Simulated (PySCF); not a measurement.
F$_{3}$H$_{3}$LaN

```yaml
atoms:
  - { symbol: La, position_ang: [0.1175, -0.1175, 0.1175] }
  - { symbol: F, position_ang: [1.2052, 1.4012, 1.2052] }
  - { symbol: F, position_ang: [-1.4012, -1.2052, 1.2052] }
  - { symbol: F, position_ang: [1.2052, -1.2052, -1.4012] }
  - { symbol: N, position_ang: [-1.4556, 1.4556, -1.4556] }
  - { symbol: H, position_ang: [-2.0697, 2.0697, -0.9169] }
  - { symbol: H, position_ang: [-0.9169, 2.0697, -2.0697] }
  - { symbol: H, position_ang: [-2.0697, 0.9169, -2.0697] }
```

Core potentials replace the inner electrons of La.

Method: RKS PBE0, La def2-SVP with ECP46, F def2-SVP, N def2-SVP, H def2-SVP; non-relativistic Hamiltonian with scalar-relativistic core potentials where named; density fitting (PySCF).

> Predict the electron density and electron localisation function between the atoms.

La–F (2.16 Å): the density is about 0.67 e/Å³ at the midpoint, with its minimum of 0.59 e/Å³ about 1.2 Å from La; the ELF is about 0.25 at the midpoint (a closed-shell, largely ionic contact).
La–N (2.72 Å): the density is about 0.25 e/Å³ at the midpoint; the ELF peaks at about 0.95 in the valence shell of N, 0.7 Å from its nucleus, and drops to about 0.10 between the two atoms.
N–H (1.02 Å): ρ at the midpoint is about 2.8 e/Å³; the ELF climbs to about 1 towards the hydrogen, as it does in any bond to H: a covalent bond by its length.

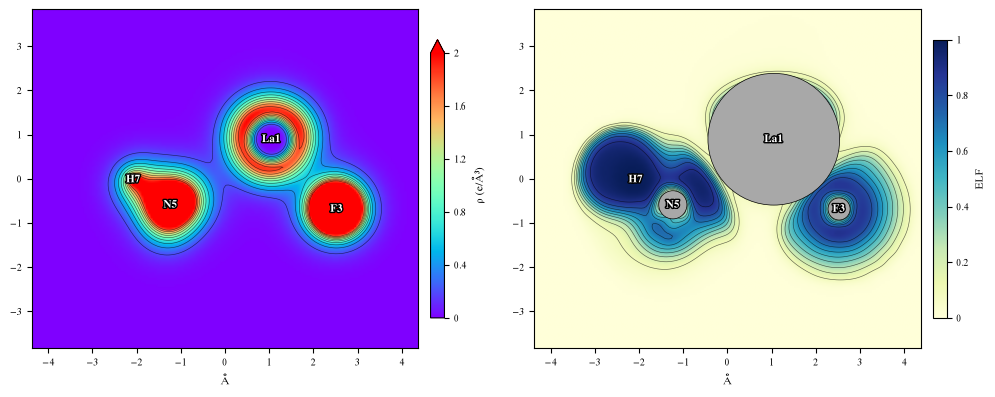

Computed electron density and electron localisation function on the plane of atoms La1, N5 and H7, in this order. Grey discs cover the atomic cores in the ELF map. 
